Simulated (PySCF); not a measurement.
C$_{6}$H$_{9}$NOSi

The calculation's input:

```
{"job": {"kind": "nmr", "xc": "PBE0", "basis": "pcSseg-1"}, "charge": 0, "multiplicity": 1}
C     -3.293661     0.222004     0.494012
O     -1.933325     0.150069     0.200429
Si    -1.235103    -0.381019    -1.162749
C      0.591082    -0.164967    -0.793208
C      1.084242     0.409252     0.374074
C      2.451978     0.536684     0.551860
C      3.288425     0.077453    -0.453203
N      2.841443    -0.470985    -1.571416
C      1.535386    -0.581777    -1.726685
H     -3.400973     0.590400     1.515146
H     -3.761641    -0.761737     0.413218
H     -3.801801     0.905074    -0.190515
H     -1.639337     0.419418    -2.326335
H     -1.572114    -1.785997    -1.424914
H      0.395454     0.749126     1.133711
H      2.860819     0.981239     1.446984
H      4.365505     0.146831    -0.365434
H      1.214863    -1.034753    -2.656152
```

Launched as:

```sh
OMP_NUM_THREADS=1 python probes_run.py task.json out
```

Geometry: GFN2-xTB.

All numbers below come from PySCF 2.14.0, PBE0/pcSseg-1, SCF density, gas phase, non-relativistic.

### What can the converged electron density and electron localisation function tell about the bonding?

C–N (1.32 Å): ρ at the midpoint is about 2.5 e/Å³; the ELF peaks at about 0.90 between the atoms, as expected for localised, covalent bonding.
C–C (1.39 Å): the density is about 2.1 e/Å³ at the midpoint; the ELF peaks at about 0.95 between the atoms, as expected for localised, covalent bonding.
C–O (1.39 Å): ρ at the midpoint is about 2.1 e/Å³, with its minimum of 1.8 e/Å³ about 0.5 Å from C; the ELF peaks at about 0.90 between the atoms: a shared but strongly polarised pair.
Si–O (1.62 Å): the density is about 1.2 e/Å³ at the midpoint; the ELF peaks at about 0.85 between the atoms; a polar covalent bond.

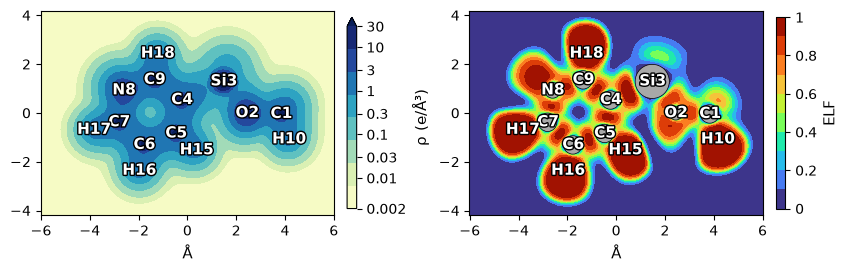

Computed electron density and electron localisation function on the plane of atoms C6, C5 and H15, in this order. Grey discs cover the atomic cores in the ELF map. 
